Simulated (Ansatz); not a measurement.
# BrClGaH2N: two geometries relaxed

Are the two ends of the reaction (1,2-elimination) separate minima, and which lies lower? Each is relaxed from a guess. Meant to form: H4–Br2; to break: Ga1–Br2, H4–N3. The start is a guess near the saddle point, from which both ends are pulled out.

All numbers below are computed with Ansatz 0.2.0 (RKS PBE/def2-SVP).

## (1) The structure to begin with

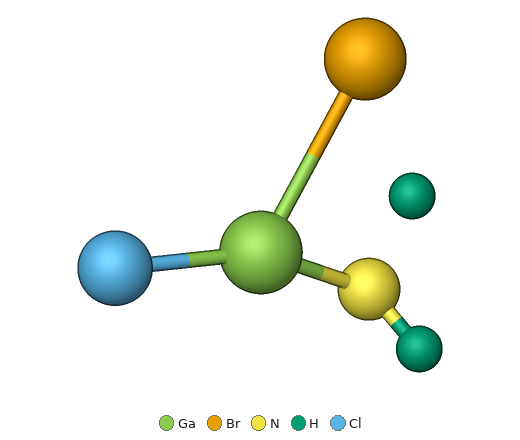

The starting structure, seen from a chosen angle (gallium green, bromine amber, nitrogen yellow, hydrogen teal, chlorine blue).

Structure file:

```xyz
6

Ga   -0.4791    0.6571   -0.4090
Br    2.2594    0.5351    0.2683
N    -0.3787   -1.0862    0.1344
H     0.8706   -0.8728    0.5499
Cl   -1.3101    2.2846   -1.3882
H    -0.9621   -1.5177    0.8447
```

## (2) Pulling towards end A

Springs on the bonds that form and break draw the guess towards this end; the thresholds are loose.

Input file input.yaml:

```yaml
crystal:
  periodic: [false, false, false]
  atoms:
    - { symbol: Ga, position_ang: [-0.4791, 0.6571, -0.409] }
    - { symbol: Br, position_ang: [2.2594, 0.5351, 0.2683] }
    - { symbol: "N", position_ang: [-0.3787, -1.0862, 0.1344] }
    - { symbol: H, position_ang: [0.8706, -0.8728, 0.5499] }
    - { symbol: Cl, position_ang: [-1.3101, 2.2846, -1.3882] }
    - { symbol: H, position_ang: [-0.9621, -1.5177, 0.8447] }
basis:
  gaussian: { orbitals: def2-SVP }
hamiltonian:
  xc: pbe
relax:
  f_tol: 0.15
  max_steps: 25
  restrain:
    - { distance: [3, 1], at: 2.81, k: 30.0 }
    - { distance: [0, 1], at: 2.42, k: 30.0 }
    - { distance: [3, 2], at: 1.02, k: 30.0 }
```

The run is started by

```bash
> ansatz run input.yaml --threads 2 --pin off --max-ram 3072MiB --backend cpu --events-out ev --progress --plain --runs-dir out
```

The program printed, shortened:

```text
Warning: RAYON_NUM_THREADS=2 ignored (pool sized by the plan → 2); use --threads N
[...]
Functional definition: PBE
[...]
1183 factors; their error is unknown
[...]
mean field -136425.31870761 eV, -5013.5379901025 hartree, gradient 2.3e-5 eV, S^2 0.000000; 0 other end points of the search recorded, 0 dependent functions left out
[...]
reference -136425.31874329 eV, -5013.5379914134 hartree; 46, 46 occupied and 60, 60 virtual orbitals, 1183 factors
relax step   1: F+E_penalty+E_count = -136425.31870761 eV  Δ(F+E_penalty+E_count) = +0.000e0 eV  max|allowed force component| = 3.377e0 eV/Å  E_restraint = 13.82161456 eV  max|allowed force component, restraints' pulls added| = 2.899e1 eV/Å  Δτ_max = 0.0000 Å  (29 SCF iters, accepted)
[...]
relax step   7: F+E_penalty+E_count = -136427.32094873 eV  Δ(F+E_penalty+E_count) = -1.204e-3 eV  max|allowed force component| = 9.072e-1 eV/Å  E_restraint = 0.01960366 eV  max|allowed force component, restraints' pulls added| = 1.949e-1 eV/Å  Δτ_max = 0.0999 Å  (29 SCF iters, accepted)
[...]
relax step   8: F+E_penalty+E_count = -136427.33410940 eV  Δ(F+E_penalty+E_count) = -1.316e-2 eV  max|allowed force component| = 8.965e-1 eV/Å  E_restraint = 0.01967583 eV  max|allowed force component, restraints' pulls added| = 3.531e-2 eV/Å  Δτ_max = 0.0756 Å  (29 SCF iters, accepted)
  distance H 3 - Br 1 = 2.8268 Å
  distance Ga 0 - Br 1 = 2.3884 Å
  distance H 3 - N 2 = 1.0256 Å
1183 factors; their error is unknown
mean field -136427.33410940 eV, -5013.6120547519 hartree, gradient 1.4e-5 eV, S^2 0.000000; 1 other end points of the search recorded, 0 dependent functions left out
[...]
reference -136427.33414500 eV, -5013.6120560605 hartree; 46, 46 occupied and 60, 60 virtual orbitals, 1183 factors
Total energy: -136427.33414500 eV, -5013.6120560605 hartree
Atom 0 at    -0.063280     0.676258    -0.343214 Å, force     0.896538     0.087361     0.160619 eV/Å
Atom 1 at     2.283391     0.908870     0.035492 Å, force    -0.610859     0.289725    -0.270869 eV/Å
Atom 2 at    -0.301759    -1.027646     0.219821 Å, force    -0.119041     0.049426    -0.088783 eV/Å
Atom 3 at     0.571137    -1.234626     0.716838 Å, force    -0.175746    -0.424123     0.197953 eV/Å
Atom 4 at    -1.349507     2.114086    -1.265249 Å, force     0.006868    -0.000526    -0.005944 eV/Å
Atom 5 at    -1.139981    -1.436842     0.636411 Å, force     0.002239    -0.001864     0.007024 eV/Å
Dipole moment:    -0.331475    -0.312485     0.250902 e Å
```

Wall time 12 s (2 threads of INTEL XEON PLATINUM 8581C at 2.10GHz (Emerald Rapids), shared host); peak memory 0.18 GiB.

Relaxation path:

```
step  energy from step 1 (eV)  largest force component (eV/Å)
   1                   0.0000                          3.3774
   2                  -0.9690                          2.6407
   3                  -1.5671                          1.4071
   4                  -1.9764                          0.7741
   5                  -2.0010                          0.8982
  6x                  -1.9818                          0.9119
   7                  -2.0022                          0.9072
   8                  -2.0154                          0.8965
```

Step 1 is the start. 1 step was tried and not accepted (marked x). Energies and forces in the table leave out the springs, which the log lists apart; the run stops on the force with the springs' pull added.

After: Bond lengths: Ga1–Br2 2.388 Å, Ga1–N3 1.810 Å, N3–H4 1.026 Å, Ga1–Cl5 2.138 Å, N3–H6 1.022 Å. Angles: Br2–Ga1–N3 99.9°, Br2–Ga1–Cl5 126.4°, N3–Ga1–Cl5 133.5°, Ga1–N3–H4 103.2°, Ga1–N3–H6 127.7°, H4–N3–H6 114.8°.

Pairs that crossed the distance rule for bonds on the way: came closer N3–H4.

## (3) End point A

It starts where the restrained run ended.

Input file input.yaml:

```yaml
crystal:
  periodic: [false, false, false]
  atoms:
    - { symbol: Ga, position_ang: [-0.06328, 0.676258, -0.343214] }
    - { symbol: Br, position_ang: [2.283391, 0.90887, 0.035492] }
    - { symbol: "N", position_ang: [-0.301759, -1.027646, 0.219821] }
    - { symbol: H, position_ang: [0.571137, -1.234626, 0.716838] }
    - { symbol: Cl, position_ang: [-1.349507, 2.114086, -1.265249] }
    - { symbol: H, position_ang: [-1.139981, -1.436842, 0.636411] }
basis:
  gaussian: { orbitals: def2-SVP }
hamiltonian:
  xc: pbe
relax:
  f_tol: 0.03
  max_steps: 50
```

The run is started by

```bash
> ansatz run input.yaml --threads 2 --pin off --max-ram 3072MiB --backend cpu --events-out ev --progress --plain --runs-dir out
```

The program printed, shortened:

```text
Warning: RAYON_NUM_THREADS=2 ignored (pool sized by the plan → 2); use --threads N
[...]
[... 1 set-up line as earlier in the session ...]
[...]
1183 factors; their error is unknown
[...]
mean field -136427.33411598 eV, -5013.6120549939 hartree, gradient 2.8e-5 eV, S^2 0.000000; 0 other end points of the search recorded, 0 dependent functions left out
[...]
reference -136427.33415147 eV, -5013.6120562983 hartree; 46, 46 occupied and 60, 60 virtual orbitals, 1183 factors
relax step   1: F+E_penalty+E_count = -136427.33411598 eV  Δ(F+E_penalty+E_count) = +0.000e0 eV  max|allowed force component| = 8.968e-1 eV/Å  Δτ_max = 0.0000 Å  (29 SCF iters, accepted)
[...]
relax step   6: F+E_penalty+E_count = -136427.59307264 eV  Δ(F+E_penalty+E_count) = -8.539e-3 eV  max|allowed force component| = 1.028e-1 eV/Å  Δτ_max = 0.0724 Å  (28 SCF iters, accepted)
[...]
1183 factors; their error is unknown
[...]
mean field -136427.59445321 eV, -5013.6216222106 hartree, gradient 1.5e-5 eV, S^2 0.000000; 1 other end points of the search recorded, 0 dependent functions left out
[...]
reference -136427.59448890 eV, -5013.6216235223 hartree; 46, 46 occupied and 60, 60 virtual orbitals, 1183 factors
Total energy: -136427.59448890 eV, -5013.6216235223 hartree
Atom 0 at     0.177669     0.634395    -0.266272 Å, force    -0.020211    -0.009294     0.000466 eV/Å
Atom 1 at     2.362874     1.319086    -0.189877 Å, force     0.007824     0.002889    -0.000188 eV/Å
Atom 2 at    -0.294061    -1.023550     0.291892 Å, force     0.014206    -0.017644     0.023286 eV/Å
Atom 3 at     0.339188    -1.580222     0.869981 Å, force    -0.007097     0.010331    -0.014282 eV/Å
Atom 4 at    -1.310932     1.922578    -1.143134 Å, force     0.002813    -0.001840     0.001278 eV/Å
Atom 5 at    -1.274737    -1.272188     0.437509 Å, force     0.002465     0.015558    -0.010560 eV/Å
Dipole moment:    -0.129819    -0.454010     0.309783 e Å
```

Wall time 9.7 s (2 threads of INTEL XEON PLATINUM 8581C at 2.10GHz (Emerald Rapids), shared host); peak memory 0.17 GiB.

Relaxation path:

```
step  energy from step 1 (eV)  largest force component (eV/Å)
   1                   0.0000                          0.8968
   2                  -0.1500                          0.4272
   3                  -0.2140                          0.6724
  4x                  -0.1917                          0.7442
   5                  -0.2504                          0.2498
   6                  -0.2590                          0.1028
   7                  -0.2603                          0.0233
```

Step 1 is the start. 1 step was tried and not accepted (marked x).

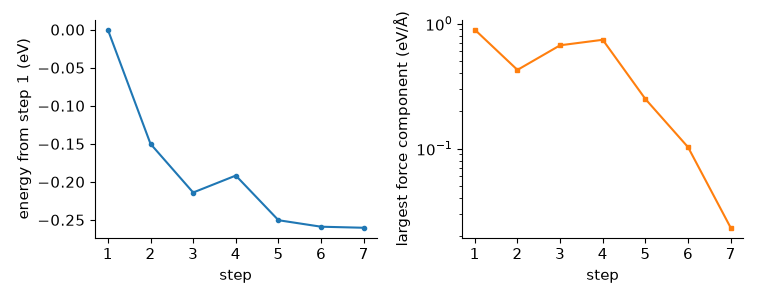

How energy and force went from step to step.

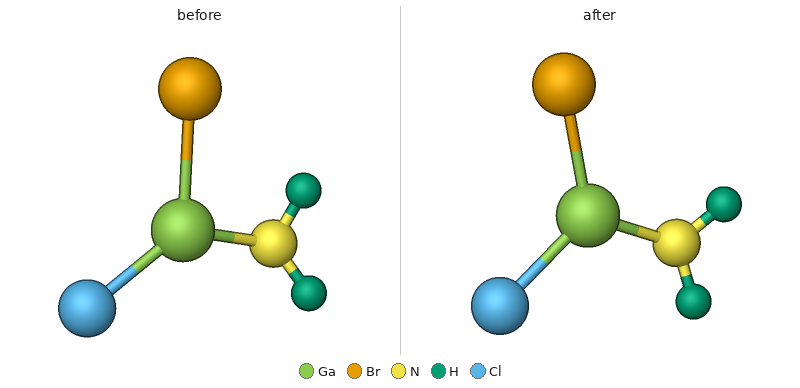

Before and after, at one scale.

After: Bond lengths: Ga1–Br2 2.291 Å, Ga1–N3 1.812 Å, N3–H4 1.022 Å, Ga1–Cl5 2.155 Å, N3–H6 1.022 Å. Angles: Br2–Ga1–N3 120.8°, Br2–Ga1–Cl5 119.6°, N3–Ga1–Cl5 119.5°, Ga1–N3–H4 120.7°, Ga1–N3–H6 121.1°, H4–N3–H6 112.4°.

[end of part 1 of 2]
